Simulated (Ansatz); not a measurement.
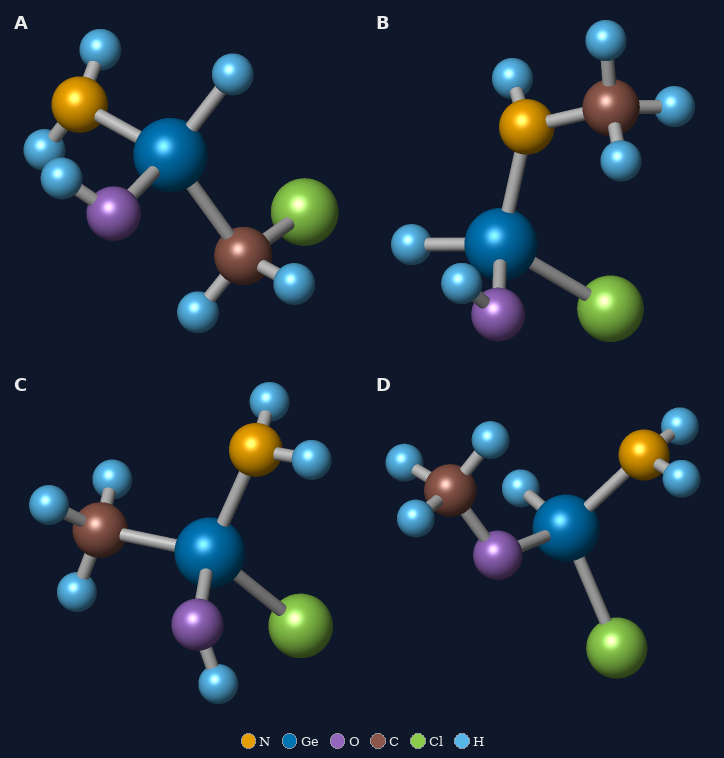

The picture comes from a calculation with Ansatz.

### Match each picture to its SMILES.
(1) C[NH][Ge@H]([OH])[Cl]
(2) [NH2][Ge@@H]([OH])[CH2]Cl
(3) C[O][Ge@@H]([NH2])[Cl]
(4) [CH3][Ge@@]([NH2])([OH])[Cl]

A is (2), B is (1), C is (4), D is (3).
